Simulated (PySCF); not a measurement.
C2H8O2Si: NMR shielding calculation

The run: NMR shielding calculation of C2H8O2Si, SMILES CC[SiH](O)O. Method and program: GIAO PBE0/6-311+G(2d,p) NMR shielding, non-relativistic, gas phase (PySCF 2.14.0).

The geometry comes from this level: PBE0-D3(BJ)/def2-SVP. Figures and captions count atoms from 1; the log counts them from 0 in places.

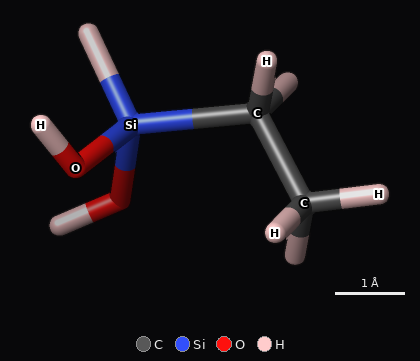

**Figure 1.** The structure as given in the input (stick view, seen at a tilt).

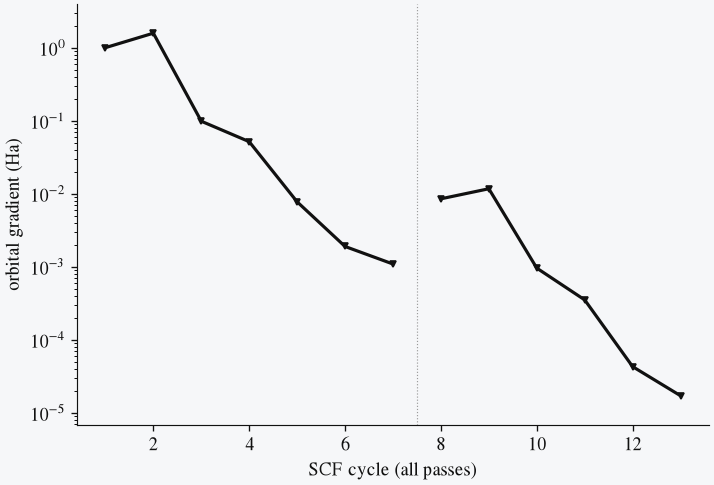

**Figure 2.** Convergence of the self-consistent field: orbital gradient against the SCF cycle. The dotted line marks the change from a coarse to the final integration grid. The first 7 cycles use a coarse grid, the final grid takes over at cycle 8, and the field converges after 13 cycles in all.

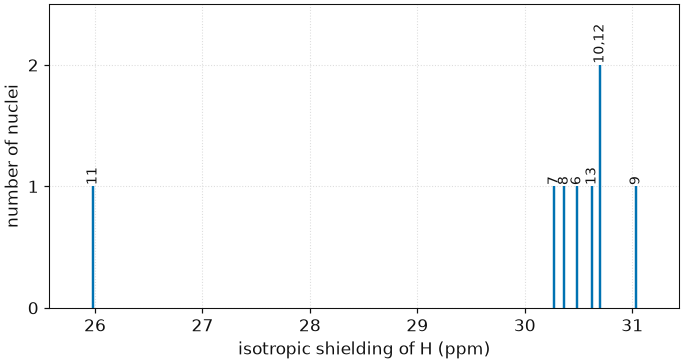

**Figure 3.** Isotropic shieldings of the hydrogen nuclei in this fixed geometry, labelled by atom number; shielding grows to the right, so chemical shift grows to the left. The least shielded is H11 (26.0 ppm), the most shielded H9 (31.0 ppm).

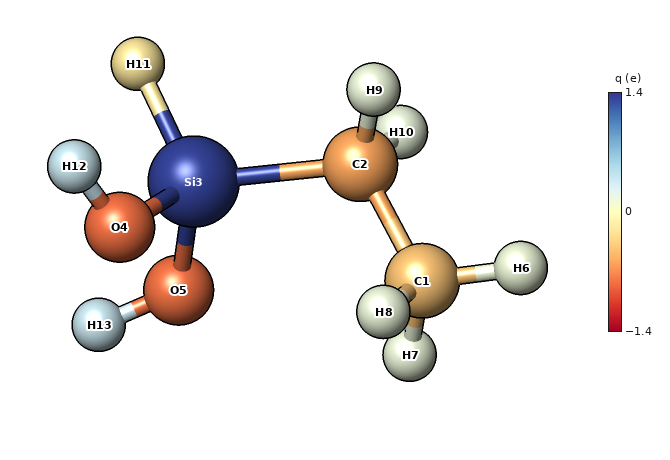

**Figure 4.** IAO charges, as the colour of each atom (ball-and-stick view, seen at a tilt; atoms are numbered from 1 in the order of the input). By element: C −0.59 to −0.42, Si +1.33, O −0.82 to −0.81 and H −0.19 to +0.38 e.

The input and output of the run follow.

### Input
```
{"job": {"kind": "nmr", "xc": "PBE0", "basis": "6-311+G(2d,p)", "pop": true}, "charge": 0, "multiplicity": 1}
C      1.611762    -0.601281    -0.139523
C      0.737178     0.618837    -0.416242
Si    -1.055486     0.364433     0.018109
O     -1.275569    -0.039021     1.623027
O     -1.570890    -0.923489    -0.894990
H      2.662559    -0.425268    -0.417705
H      1.255072    -1.475360    -0.705173
H      1.588038    -0.872032     0.927548
H      1.098258     1.500503     0.142975
H      0.781676     0.902184    -1.482982
H     -1.857654     1.601638    -0.256300
H     -1.597526     0.655046     2.203164
H     -2.398702    -1.329476    -0.622391
```

The first line tells a small driver script what to run in PySCF; the rest is the geometry in Å.

Launched with:
```bash
OMP_NUM_THREADS=1 python <driver script> task.json out
```

### What the program printed
```
coarse grid: 10928 points
cycle   1  E = -520.5841941208  dE =  3.909e-01  |g| = 1.009e+00  |ddm| = 2.828e+00
cycle   2  E = -520.2950197933  dE =  2.892e-01  |g| = 1.593e+00  |ddm| = 2.308e+00
cycle   3  E = -520.7676781769  dE = -4.727e-01  |g| = 9.909e-02  |ddm| = 1.756e+00
cycle   4  E = -520.7692052955  dE = -1.527e-03  |g| = 5.199e-02  |ddm| = 1.156e-01
cycle   5  E = -520.7698573587  dE = -6.521e-04  |g| = 7.791e-03  |ddm| = 4.498e-02
cycle   6  E = -520.7698707009  dE = -1.334e-05  |g| = 1.905e-03  |ddm| = 7.887e-03
cycle   7  E = -520.7698711343  dE = -4.334e-07  |g| = 1.095e-03  |ddm| = 1.872e-03
final grid: 99736 points
cycle   8  E = -520.7769726233  dE = -4.701e-05  |g| = 8.570e-03  |ddm| = 3.039e-02
cycle   9  E = -520.7769591482  dE =  1.348e-05  |g| = 1.177e-02  |ddm| = 1.306e-02
cycle  10  E = -520.7769868251  dE = -2.768e-05  |g| = 9.630e-04  |ddm| = 7.917e-03
cycle  11  E = -520.7769869634  dE = -1.383e-07  |g| = 3.531e-04  |ddm| = 7.720e-04
cycle  12  E = -520.7769869927  dE = -2.927e-08  |g| = 4.303e-05  |ddm| = 2.895e-04
cycle  13  E = -520.7769869930  dE = -3.295e-10  |g| = 1.717e-05  |ddm| = 4.508e-05
converged SCF energy = -520.7769869930

GIAO shielding tensors (ppm)
atom      isotropic    diamagn.    paramagn.     s11        s22        s33       span
  0 C      181.405     243.846     -62.441    177.011    178.044    189.160     12.149
  1 C      174.159     242.791     -68.632    165.268    174.036    183.174     17.906
  2 Si     352.862     874.456    -521.594    308.149    356.333    394.105     85.956
  3 O      277.797     388.543    -110.746    226.860    280.730    325.802     98.942
  4 O      276.082     388.171    -112.089    230.501    292.403    305.341     74.840
  5 H       30.484      29.071       1.413     25.707     27.996     37.748     12.041
  6 H       30.272      29.850       0.422     25.362     29.624     35.830     10.468
  7 H       30.366      29.964       0.402     25.735     29.379     35.985     10.250
  8 H       31.034      29.794       1.240     27.415     28.979     36.709      9.294
  9 H       30.697      29.751       0.946     27.271     28.581     36.239      8.968
 10 H       25.980      28.057      -2.077     23.028     23.476     31.435      8.406
 11 H       30.700      30.799      -0.099     23.529     25.113     43.459     19.930
 12 H       30.624      30.497       0.127     23.173     25.959     42.740     19.567
```

### Summary

| quantity | value |
| --- | --- |
| outcome | converged |
| total energy | −520.776987 hartree |
| HOMO | −8.06 eV |
| LUMO | −0.07 eV |
| dipole moment | 1.66 D |
| isotropic shielding, C | 174.2 to 181.4 ppm |
| isotropic shielding, Si | 352.9 ppm |
| isotropic shielding, O | 276.1 to 277.8 ppm |
| isotropic shielding, H | 26.0 to 31.0 ppm |
| hardware | 1 CPU thread, shared host |
| wall time | 24 s |
| peak memory | 0.91 GiB |
